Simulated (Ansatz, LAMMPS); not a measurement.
## Electronic structure of glassy 67P2O5-33MgO (mol %) (80 atoms)

Wanted: forces, charges and levels of glassy 67P2O5-33MgO (mol %) (80 atoms).

Calculated with Ansatz 0.2.0; Kohn-Sham DFT, r2SCAN, PAW (set soft_2), plane waves.

## 1. The structure

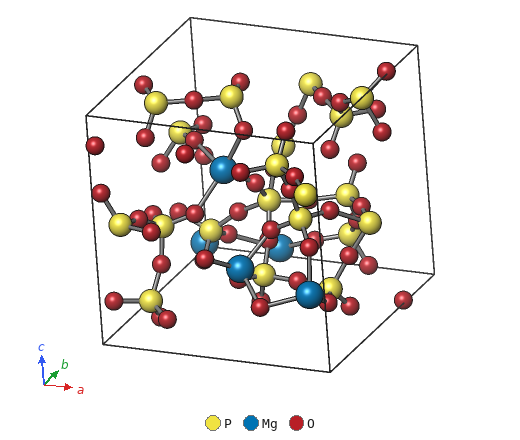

The cell as given, slightly off an axis (phosphorus yellow, magnesium blue, oxygen red). Bonds to atoms that aren't drawn are left out. Some periodic images of atoms are drawn too.

The cell holds 80 atoms: 20 P, 5 Mg and 55 O. Cell: a = 10.335 Å, b = 10.335 Å, c = 10.335 Å, α = 90.0°, β = 90.0°, γ = 90.0°. 80 atoms (20 P, 5 Mg, 55 O) placed at random at 2.44 g/cm³, melted at 4000 K for 10 ps at fixed volume with the Morse and Coulomb pair potential with partial charges (Pedone, Malavasi, Menziani, Cormack and Segre, J. Phys. Chem. B 110, 11780 (2006)). Quenched from 4000 K to 300 K at 25 K/ps and fixed volume, held 5 ps.

Limits known from the start: The quench rate of 25 K/ps far exceeds what a furnace or splat quench reaches, so expect more defects and frozen-in strain than in a real sample. The network of bonds at the start is that of the classical potential that made the cell, and needn't be the one that DFT or experiment would give. The Brillouin zone is sampled at Γ only, in a cell whose shortest periodic width is 10 Å.

## 2. Making the structure

A classical potential supplies the starting structure, since it reaches far longer times than DFT.

This step: classical MD, Morse and Coulomb pair potential with partial charges (Pedone, Malavasi, Menziani, Cormack and Segre, J. Phys. Chem. B 110, 11780 (2006)) (LAMMPS 22 Jul 2025 - Update 4).

Contents of in.lmp:

```
# melt-quench of P20Mg5O55
units metal
atom_style charge
boundary p p p
region box block 0 10.3354 0 10.3354 0 10.3354
create_box 3 box
mass 1 30.9738   # P
mass 2 24.3050   # Mg
mass 3 15.9990   # O
create_atoms 1 random 20 317138 NULL overlap 1.5 maxtry 2000
create_atoms 2 random 5 317145 NULL overlap 1.5 maxtry 2000
create_atoms 3 random 55 317152 NULL overlap 1.5 maxtry 2000
pair_style hybrid/overlay pedone 5.5 coul/long 8.0
pair_coeff * * coul/long
pair_coeff 1 3 pedone 0.831326 2.585833 1.800790 1   # P-O
pair_coeff 2 3 pedone 0.038908 2.281000 2.586153 5   # Mg-O
pair_coeff 3 3 pedone 0.042395 1.379316 3.618701 22   # O-O
set type 1 charge 3
set type 2 charge 1.2
set type 3 charge -1.2
kspace_style pppm 1.0e-4
neigh_modify delay 0 every 1 check yes
thermo_style custom step time temp pe press density
thermo_modify norm yes
timestep 0.002
thermo 100
min_style cg
minimize 1e-4 1e-4 200 2000
reset_timestep 0
velocity all create 4000 317139 mom yes dist gaussian
fix lim all nve/limit 0.05
fix lan all langevin 4000 4000 0.2 317140 zero yes
thermo 500
run 1000 post no
# [... 7 lines left out ...]
fix md all nvt temp 4000 300 0.2
run 74000 post no
unfix md
thermo 1250
fix md all nvt temp 300 300 0.2
run 2500 post no
unfix md
write_dump all custom glass.dump id type xs ys zs modify sort id
```

The run is started by

```console
lmp -in in.lmp -log none -nocite
```

The program printed:

```text
LAMMPS (22 Jul 2025 - Update 4)
Created orthogonal box = (0 0 0) to (10.3354 10.3354 10.3354)
Created 20 atoms
Created 5 atoms
Created 55 atoms
PPPM initialization ...
  G vector (1/distance) = 0.38728052
  grid = 12 12 12
  estimated relative force accuracy = 6.0764364e-05
   Step          Time           Temp          PotEng         Press         Density
         0   0              0             -2.7111393      689431.66      2.4380114
        90   0.18           0             -20.895013     -5894.4743      2.4380114
Loop time of 0.0491874 s on 1 MPI rank(s) for 90 steps with 80 atoms
Minimization stats:
  Stopping criterion = energy tolerance
  Energy initial, next-to-last, final =
     -2.71113928132576  -20.8933361051356  -20.8950133918007
  Force two-norm initial, final = 379.13713 3.2351208
  Iterations, force evaluations = 90 125
   Step          Time           Temp          PotEng         Press         Density
         0   0              4000          -20.895013      33622.979      2.4380114
       500   1              1985.9598     -20.655324     -4398.1618      2.4380114
      1000   2              1801.3645     -20.664928      25081.712      2.4380114
Loop time of 0.320768 s on 1 MPI rank(s) for 1000 steps with 80 atoms
   Step          Time           Temp          PotEng         Press         Density
      1000   2              1801.3645     -20.664928      25081.712      2.4380114
      1666   3.332          4388.3423     -20.319542      35548.461      2.4380114
      2499   4.998          3805.6291     -20.440003      54391.376      2.4380114
      3332   6.664          4193.5447     -20.351154      73546.779      2.4380114
      4165   8.33           3921.4947     -20.422075      55936.747      2.4380114
      4998   9.996          3346.477      -20.518046     -40483.405      2.4380114
      5831   11.662         3832.9096     -20.400296      15651.034      2.4380114
[... 1 line left out ...]
Loop time of 1.66828 s on 1 MPI rank(s) for 5000 steps with 80 atoms
   Step          Time           Temp          PotEng         Press         Density
[... 11 lines left out ...]
     80000   160            264.66177     -21.002123     -6804.7153      2.4380114
Loop time of 23.5847 s on 1 MPI rank(s) for 74000 steps with 80 atoms
   Step          Time           Temp          PotEng         Press         Density
     80000   160            264.66177     -21.002123     -6804.7153      2.4380114
     81250   162.5          289.97738     -21.005751     -21134.906      2.4380114
     82500   165            270.80931     -21.010431     -28107.1        2.4380114
Loop time of 0.737181 s on 1 MPI rank(s) for 2500 steps with 80 atoms
```

The job ended after 26 s (1 thread of Arm Neoverse V2, shared host; peak memory 0.078 GiB).

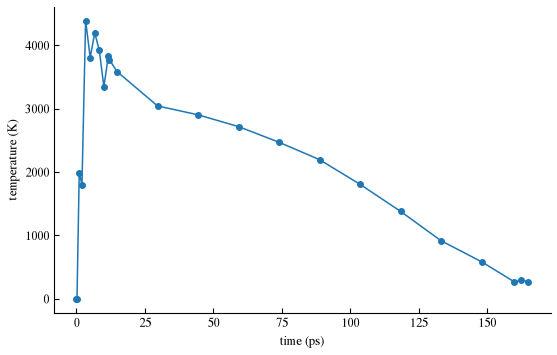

Temperature against time.

## 3. Plane-wave single point

One self-consistent run at the given positions yields energy and forces.

Contents of input.yaml:

```yaml
crystal:
  lattice:
    - [10.3354, 0.0, 0.0]
    - [0.0, 10.3354, 0.0]
    - [0.0, 0.0, 10.3354]
  atoms:
    - { symbol: P, position: [0.74976, 0.34122, 0.49433] }
    - { symbol: P, position: [0.91795, 0.63349, 0.91721] }
    - { symbol: P, position: [0.71887, 0.22785, 0.77342] }
    - { symbol: P, position: [0.50043, 0.47973, 0.15892] }
    - { symbol: P, position: [0.14029, 0.3281, 0.39341] }
    - { symbol: P, position: [0.74086, 0.79466, 0.7488] }
    - { symbol: P, position: [0.1786, 0.68371, 0.2263] }
    - { symbol: P, position: [0.44081, 0.69633, 0.38589] }
    - { symbol: P, position: [0.939, 0.02227, 0.75881] }
    - { symbol: P, position: [0.51636, 0.99316, 0.77491] }
    - { symbol: P, position: [0.08485, 0.06562, 0.50496] }
    - { symbol: P, position: [0.1333, 0.18986, 0.12511] }
    - { symbol: P, position: [0.72795, 0.82149, 0.38991] }
    - { symbol: P, position: [0.65536, 0.96586, 0.14777] }
    - { symbol: P, position: [0.79904, 0.46616, 0.14027] }
    - { symbol: P, position: [0.1204, 0.39338, 0.90116] }
    - { symbol: P, position: [0.37795, 0.98572, 0.49183] }
    - { symbol: P, position: [0.93362, 0.58863, 0.39324] }
    - { symbol: P, position: [0.37947, 0.55217, 0.89222] }
    - { symbol: P, position: [0.08193, 0.66942, 0.6497] }
    - { symbol: Mg, position: [0.52781, 0.21612, 0.30203] }
    - { symbol: Mg, position: [0.02928, 0.91982, 0.0541] }
    - { symbol: Mg, position: [0.85176, 0.16631, 0.24979] }
    - { symbol: Mg, position: [0.34907, 0.94644, 0.0585] }
    - { symbol: Mg, position: [0.35621, 0.47872, 0.60115] }
    - { symbol: O, position: [0.65877, 0.10505, 0.19758] }
    - { symbol: O, position: [0.83657, 0.71996, 0.39728] }
    - { symbol: O, position: [0.81956, 0.46973, 0.48442] }
    - { symbol: O, position: [0.85977, 0.53077, 0.26575] }
    - { symbol: O, position: [0.84663, 0.90117, 0.74536] }
    - { symbol: O, position: [0.04907, 0.66793, 0.29838] }
    - { symbol: O, position: [0.61766, 0.88568, 0.77955] }
    - { symbol: O, position: [0.39807, 0.84749, 0.45439] }
    - { symbol: O, position: [0.02716, 0.00638, 0.86879] }
    - { symbol: O, position: [0.1203, 0.29157, 0.00944] }
    - { symbol: O, position: [0.71593, 0.71993, 0.63112] }
    - { symbol: O, position: [0.42395, 0.00743, 0.88106] }
    - { symbol: O, position: [0.78594, 0.69954, 0.85391] }
    - { symbol: O, position: [0.44972, 0.35214, 0.18818] }
    - { symbol: O, position: [0.98525, 0.65599, 0.76782] }
    - { symbol: O, position: [0.02097, 0.98845, 0.40388] }
    - { symbol: O, position: [0.18805, 0.57507, 0.66926] }
    - { symbol: O, position: [0.19758, 0.56233, 0.15264] }
    - { symbol: O, position: [0.65352, 0.46933, 0.15608] }
    - { symbol: O, position: [0.72315, 0.32227, 0.88276] }
    - { symbol: O, position: [0.84033, 0.13277, 0.77891] }
    - { symbol: O, position: [0.15194, 0.27065, 0.25356] }
    - { symbol: O, position: [0.2367, 0.03057, 0.50671] }
    - { symbol: O, position: [0.61496, 0.34286, 0.42947] }
    - { symbol: O, position: [0.82895, 0.24054, 0.42219] }
    - { symbol: O, position: [0.45734, 0.52287, 0.02094] }
    - { symbol: O, position: [0.44358, 0.0747, 0.39601] }
    - { symbol: O, position: [0.52205, 0.91454, 0.12756] }
    - { symbol: O, position: [0.01839, 0.4996, 0.92267] }
    - { symbol: O, position: [0.24278, 0.10352, 0.09511] }
    - { symbol: O, position: [0.09516, 0.2103, 0.46897] }
    - { symbol: O, position: [0.18664, 0.81916, 0.15398] }
    - { symbol: O, position: [0.44784, 0.49914, 0.77625] }
    - { symbol: O, position: [0.00661, 0.62584, 0.52531] }
    - { symbol: O, position: [0.42995, 0.60679, 0.49822] }
    - { symbol: O, position: [0.01081, 0.06087, 0.63624] }
    - { symbol: O, position: [0.58591, 0.76033, 0.37803] }
    - { symbol: O, position: [0.73635, 0.29587, 0.64081] }
    - { symbol: O, position: [0.83522, 0.55579, 0.03102] }
    - { symbol: O, position: [0.85032, 0.33129, 0.14424] }
    - { symbol: O, position: [0.60562, 0.12528, 0.77246] }
    - { symbol: O, position: [0.09486, 0.32546, 0.7757] }
    - { symbol: O, position: [0.29889, 0.69946, 0.31675] }
    - { symbol: O, position: [0.26981, 0.36613, 0.4473] }
    - { symbol: O, position: [0.73064, 0.88928, 0.25211] }
    - { symbol: O, position: [0.0463, 0.44088, 0.38443] }
    - { symbol: O, position: [0.72863, 0.96261, 0.02202] }
    - { symbol: O, position: [0.35366, 0.69215, 0.89288] }
    - { symbol: O, position: [0.47844, 0.59025, 0.26165] }
    - { symbol: O, position: [0.44714, 0.99462, 0.63137] }
    - { symbol: O, position: [0.00999, 0.10658, 0.14486] }
    - { symbol: O, position: [0.11637, 0.80853, 0.62867] }
    - { symbol: O, position: [0.72838, 0.93062, 0.48317] }
    - { symbol: O, position: [0.25679, 0.45922, 0.90224] }
    - { symbol: O, position: [0.98259, 0.73914, 0.99704] }
kpoints:
  mp_grid: { grid: [1, 1, 1] }
hamiltonian:
  xc: r2scan
scf:
  occupations: { method: fixed }
output:
  forces: true
  stress: true
  populations: true
  dos:
    method: { smearing: { sigma: 0.15 } }
    de: 0.1
    projected: { site_lists: { Mg: [Mg], O: [O], P: [P] } }
  eigenvalues: true
  write_density: true
  write_potential: true
  volumetric_format: npy
```

The run is started by

```console
ansatz run input.yaml --threads 8 --pin off --max-ram 15872MiB --backend cpu --events-out ev --progress --plain --runs-dir out
```

The program printed:

```text
Engine: ansatz 0.2.0, aarch64-unknown-linux-gnu
Pseudopotentials: kind: paw
Pseudopotential: P, paw, valence charge 5, recommended cutoff 500 eV (meta_gga), P.paw.azcp
Pseudopotential: Mg, paw, valence charge 10, recommended cutoff 500 eV (meta_gga), Mg.paw.azcp
Pseudopotential: O, paw, valence charge 6, recommended cutoff 500 eV (meta_gga), O.paw.azcp
[... 6 lines on functional and potentials left out ...]
Crystal: 80 atoms, lattice volume = 1104.033 Å³
Basis set: ecut = 500 eV, 28113 PW (Γ), exchange–correlation on 320×320×320 points (64 copies of the dense FFT grid, shifted against one another)
Bands: 320, of which v1, the nominal top of the filled ones, is band 240 counted from 1 (239 counted from 0)
Symmetry: 1 space group operations
Space group: P1 (ITA 1), of the structure as read, at distance tolerance 1.0e-4 Å
k-points: 1
[... 10 lines on functional and potentials left out ...]
Initial density: superposition of atomic densities (neutral atoms: chi_scale 0, normalization atom), corrected by the library's trained network
Initial wavefunctions: pseudopotential atomic-orbital guess
Functional: x = r2scan, c = r2scan; τ floored in thin density (d = 2e-4 eV/Å³)
SCF iter   1: F=—  HF=-56113.266545 eV  |F-HF|=—  |Δ(HF+E_count)|=         —  Δρ=1.05e-2  dr2=1.48e0  dr2_τ=7.79e0  ethr=1.77e-3  ⟨swp⟩=6.0  Hψ=1303  notcnv=0  defer=78
preconditioner: auto → Resta (q_TF=auto, 2.375 Å⁻¹)  ε∞=2.8  [insulator: Δε(μ)=3.249 eV  Ē_g=17.584 eV  n_scr=250 (ndim 8)  ℏωp=23.4 eV  f_vac=0.210  ε∞_Penn≈2.8]
SCF iter   2: F=—  HF=-56114.820053 eV  |F-HF|=—  |Δ(HF+E_count)|=    1.55e0  Δρ=5.82e-3  dr2=2.74e-1  dr2_τ=3.38e-2  ethr=3.08e-4  ⟨swp⟩=3.0  Hψ=580  notcnv=0  defer=78
SCF iter   3: F=—  HF=-56114.769214 eV  |F-HF|=—  |Δ(HF+E_count)|=   5.08e-2  Δρ=2.10e-3  dr2=5.33e-2  dr2_τ=7.61e-3  ethr=5.71e-5  ⟨swp⟩=3.0  Hψ=473  notcnv=0  defer=78
SCF iter   4: F=—  HF=-56114.760077 eV  |F-HF|=—  |Δ(HF+E_count)|=   9.14e-3  Δρ=7.72e-4  dr2=5.64e-3  dr2_τ=9.96e-4  ethr=1.11e-5  ⟨swp⟩=3.0  Hψ=509  notcnv=0  defer=78
SCF iter   5: F=—  HF=-56114.759665 eV  |F-HF|=—  |Δ(HF+E_count)|=   4.11e-4  Δρ=2.47e-4  dr2=7.78e-4  dr2_τ=7.33e-5  ethr=1.18e-6  ⟨swp⟩=2.0  Hψ=548  notcnv=0  defer=78
SCF iter   6: F=—  HF=-56114.759861 eV  |F-HF|=—  |Δ(HF+E_count)|=   1.95e-4  Δρ=1.15e-4  dr2=1.33e-4  dr2_τ=1.81e-5  ethr=1.62e-7  ⟨swp⟩=3.0  Hψ=513  notcnv=0  defer=78
SCF iter   7: F=—  HF=-56114.759872 eV  |F-HF|=—  |Δ(HF+E_count)|=   1.18e-5  Δρ=3.86e-5  dr2=1.44e-5  dr2_τ=2.09e-6  ethr=2.78e-8  ⟨swp⟩=3.0  Hψ=465  notcnv=0  defer=78
SCF iter   8: F=—  HF=-56114.757943 eV  |F-HF|=—  |Δ(HF+E_count)|=   1.93e-3  Δρ=1.45e-5  dr2=2.33e-6  dr2_τ=2.51e-7  ethr=2.99e-9  ⟨swp⟩=3.0  Hψ=575  notcnv=0  defer=78
SCF iter   9: F=—  HF=-56114.757944 eV  |F-HF|=—  |Δ(HF+E_count)|=   8.76e-7  Δρ=5.19e-6  dr2=2.84e-7  dr2_τ=3.17e-8  ethr=4.86e-10  ⟨swp⟩=3.0  Hψ=471  notcnv=0  defer=78
SCF iter  10: F=-56114.757944 eV  HF=-56114.757944 eV  |F-HF|=2.23e-8  |Δ(HF+E_count)|=   1.84e-7  Δρ=2.54e-6  dr2=6.26e-8  dr2_τ=8.19e-9  ethr=2.08e-11  ⟨swp⟩=29.0  Hψ=3750  notcnv=0
SCF 1 converged in 10 iterations: F = -56114.757944 eV  dr2 = 6.26e-8
  greatest PAW one-centre occupation: 1.000 electrons in one spin orbital (limit 2), on the Mg atom at site 20 (counted from 0), in its partial waves of l = 0
SCF converged after 10 iterations
Free energy (F): -56114.757944 eV
Harris-Foulkes:  -56114.757944 eV  (|F-HF|=2.23e-8)
Internal energy: -56114.757944 eV  (E = F + TS)
E sigma→0 (E₀):  -56114.757944 eV
Fermi energy:    3.173740 eV
--- Per-component energies (eV) ---
  E_band       = -4675.524395
  E_kinetic    = 11754.104417
  E_local      = -41576.633297  (includes V_loc(G=0)·N_el)
  E_nonlocal   = 3670.714924
  E_hartree    = 15423.440841
  E_xc         = -5365.016992
  E_vxc        = -7387.074102  (∫ρ·V_xc dr)
  E_paw        = -21834.617786  (= ΣΔE_a)
  E_vpaw       = -2462.030096  (= ΣTr[D̂ρ^β])
  E_aug_tail   = 0.058665  (compensation charges beyond the density's cutoff)
  E_vtau       = 478.462464  (kinetic-family band-sum trace: ∫τ·v_τ [+ j·A + Jᵃ·Aᵃ] dr)
  E_ewald      = -18183.104082
  E_core_change = -3.704634  (= ΣΔE_core)
  E_smearing   = -0.000000  (= −TS)
  E_closure    = -0.000000  (closes the sum)
  Σ components = -56114.757944   (vs F -56114.757944, Δ=0.00e0)
--- Forces (eV/Å), atoms counted from 1 ---
  atom   1  P     -0.58249580    -0.64782188    -4.14178779
  atom   2  P      4.51403355     1.52037716    -0.62613588
  atom   3  P      1.08535717     1.38163632     2.58823144
  atom   4  P     -0.75823713     3.58187411     0.65979489
  atom   5  P      1.52837880     4.94791622     0.04471290
  atom   6  P      0.08238132    -1.77091692    -2.83196180
  atom   7  P      1.02705664    -0.52109318    -2.83640181
  atom   8  P     -0.68278765    -1.08512832     0.14258876
  atom   9  P     -1.41355449    -0.96414146     2.35614263
  atom  10  P      0.37497286     2.11358135    -1.87911151
  atom  11  P     -0.39869777    -2.72771270    -2.92072474
  atom  12  P     -1.44417432     0.40241124    -0.28922287
  atom  13  P     -2.00974285     1.92156897     1.43505775
  atom  14  P      0.14521756     1.01017008    -4.02836565
[...]
atom  79  O     -0.57936077    -0.74985252     1.30230097
  atom  80  O     -0.94123367    -0.49554421    -0.53736359
  max |Σ_I F_I| component: 7.78e-5 eV/Å
--- Stress (GPa, compression-positive) ---
       -5.340916      -0.801590      -1.265598
       -0.801588      -6.823557      -0.704513
       -1.265597      -0.704513      -5.383364
  P = ⅓ Tr σ = -5.8493 GPa (-58.493 kbar)
--- Band table (eV) ---
  k-point 0: bands = ["-74.8794", "-74.7814", "-74.2629", "-74.0278", [... 304 levels ...], "13.1073", "13.1776", "13.1898", "13.2447", "13.2829", "13.3043", "13.3386", "13.4168", "13.4883", "13.5481", "13.5971", "13.6567"]
--- Löwdin populations: 80 sites ---
  site symbol       q [e]
     0      P      2.7243
     1      P      2.7342
     2      P      2.7046
[...]
79      O      6.9705
  spilling = 0.016537 (of n_electrons = 480.000000)
```

Elapsed: 20 s, on 8 threads of Arm Neoverse V2, shared host; peak memory 3 GiB.

The column dr2 measures how far the density is from self-consistency, as an energy; F and HF (Harris–Foulkes) agree once it is small.

Read from the output:

| Item | Value |
| --- | --- |
| free energy | -56114.7579 eV |
| free energy per atom | -701.4345 eV/atom |
| SCF cycles | 10 |
| pressure | -5.849 GPa |
| r.m.s. force component | 1.344 eV/Å |
| longest force | 5.299 eV/Å |
| Fermi energy | 3.174 eV |
| gap (highest filled to lowest empty level) | 2.65 eV |
| spilling of the projection | 0.01654 |

Neighbours are counted within 2.11 Å (O-P), 2.68 Å (O-Mg).

Length of the force by element and coordination:

| element | coordination | atoms | mean length of the force (eV/Å) | spread | least | most |
| --- | --- | --- | --- | --- | --- | --- |
| Mg | all | 5 | 1.09 | 0.293 | 0.765 | 1.63 |
| O | all | 55 | 1.61 | 0.826 | 0.44 | 3.87 |
| O | 1 | 9 | 1.23 | 0.694 | 0.516 | 2.95 |
| O | 2 | 43 | 1.71 | 0.825 | 0.44 | 3.87 |
| O | 3 | 3 | 1.47 | 0.838 | 0.874 | 2.66 |
| P | all | 20 | 3.33 | 1.12 | 1.29 | 5.30 |
| P | 4 | 17 | 3.46 | 0.960 | 1.53 | 5.30 |
| P | 5 | 2 | 3.05 | 1.76 | 1.29 | 4.80 |
| P | 6 | 1 | 1.60 | 0 | 1.60 | 1.60 |

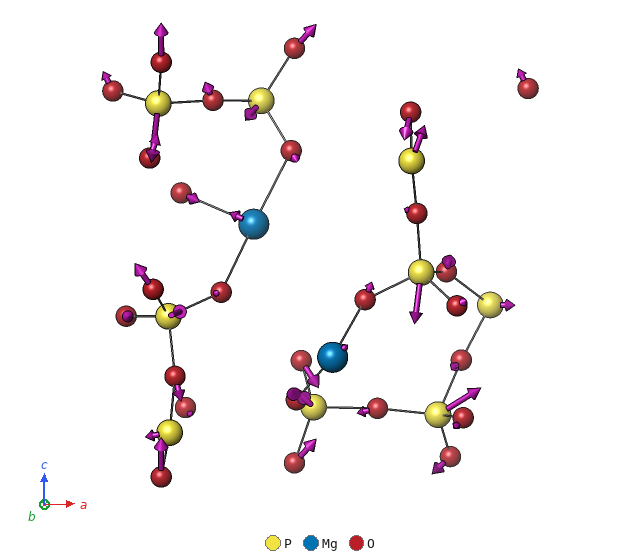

Forces as arrows; the longest in the cell is 5.30 eV/Å. Drawn is a slice 4 Å thick, seen along the normal of the ac plane. Bonds to atoms that aren't drawn are left out.

Löwdin charges by element and coordination (they lack the spilled electrons, 0.099 e an atom on average):

| element | coordination | atoms | mean charge (e) | spread | least | most |
| --- | --- | --- | --- | --- | --- | --- |
| Mg | all | 5 | 1.67 | 0.0078 | 1.66 | 1.68 |
| O | all | 55 | -0.844 | 0.0979 | -1.06 | -0.722 |
| O | 1 | 9 | -0.869 | 0.0553 | -0.963 | -0.789 |
| O | 2 | 43 | -0.827 | 0.0941 | -1.03 | -0.722 |
| O | 3 | 3 | -1.02 | 0.0254 | -1.06 | -0.993 |
| P | all | 20 | 2.30 | 0.0375 | 2.23 | 2.39 |
| P | 4 | 17 | 2.31 | 0.0346 | 2.26 | 2.39 |
| P | 5 | 2 | 2.28 | 0.0095 | 2.27 | 2.28 |
| P | 6 | 1 | 2.23 | 0 | 2.23 | 2.23 |

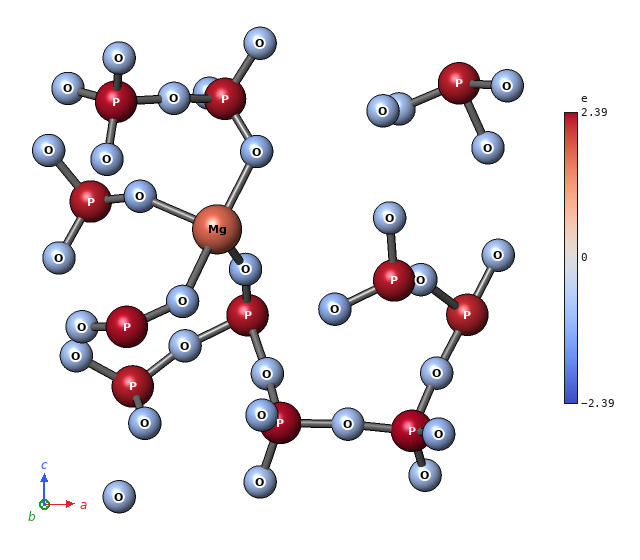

Atoms coloured by Löwdin charge. Drawn is a slice 4 Å thick, seen along the normal of the ac plane. Bonds to atoms that aren't drawn are left out.

States in the cell by windows of 1 eV, zero at the Fermi level; the larger projections on atomic orbitals stand beside the total:

| from (eV) | to (eV) | total | O p | P p | O s |
| --- | --- | --- | --- | --- | --- |
| -14 | -13 | 9.3 | 5.8 | 1.4 | 0.9 |
| -13 | -12 | 7.0 | 4.5 | 1.3 | 0.5 |
| -12 | -11 | 10.0 | 6.8 | 2.3 | 0.4 |
| -11 | -10 | 12.6 | 8.6 | 3.2 | 0.3 |
| -10 | -9 | 2.5 | 1.7 | 0.7 | 0.1 |
| -9 | -8 | 11.1 | 8.0 | 1.2 | 1.2 |
| -8 | -7 | 21.5 | 16.5 | 2.0 | 1.9 |
| -7 | -6 | 31.1 | 25.5 | 2.5 | 1.9 |
| -6 | -5 | 43.4 | 38.0 | 2.2 | 1.8 |
| -5 | -4 | 37.3 | 33.0 | 1.7 | 1.5 |
| -4 | -3 | 44.5 | 40.9 | 1.4 | 1.0 |
| -3 | -2 | 42.3 | 39.6 | 1.2 | 0.5 |
| -2 | -1 | 27.9 | 26.5 | 0.7 | 0.2 |
| -1 | 0 | 20.1 | 19.2 | 0.5 | 0.1 |
| 0 | 1 | 0.7 | 0.6 | 0.0 | 0.0 |
| 1 | 2 | 0.0 | 0.0 | 0.0 | 0.0 |
| 2 | 3 | 2.0 | 0.2 | 0.3 | 0.4 |
| 3 | 4 | 4.8 | 0.9 | 1.0 | 0.8 |
| 4 | 5 | 5.3 | 0.7 | 1.0 | 0.9 |

With fixed occupations the program's Fermi level is the highest filled level; weight inside the gap is the broadening of levels at its edges.

Between -26 and -14 eV lie 118 more states.

The stored curve holds about 440 of the 480 electrons; the rest, give or take the few that broadening carries across the Fermi level, lie in deeper levels below its range.

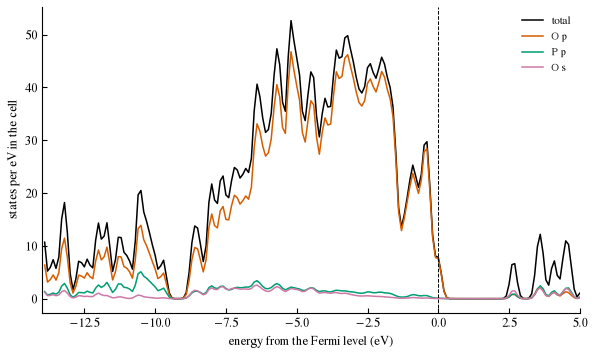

Total and projected density of states, with the broadening of the input.

The levels nearest the highest filled one (over half full), pooled over k-points and spins:

| level less the highest filled one (eV) | occupation |
| --- | --- |
| -0.490 | 2 |
| -0.455 | 2 |
| -0.430 | 2 |
| -0.359 | 2 |
| -0.255 | 2 |
| 0 | 2 |
| 2.65 | 0 |
| 3.52 | 0 |
| 3.65 | 0 |
| 4.07 | 0 |
| 4.45 | 0 |
| 4.61 | 0 |

(Continued in part 2 of 2.)

[Logs are printed without paths, hosts, clocks, repeated set-up lines and the standing remarks that a program may print on its own settings, such as how far it seeks lower states.]

[Hosts, paths, dates, database ids (printed as entryN), source tags and the programs' standing remarks are cut or masked in the printed files.]
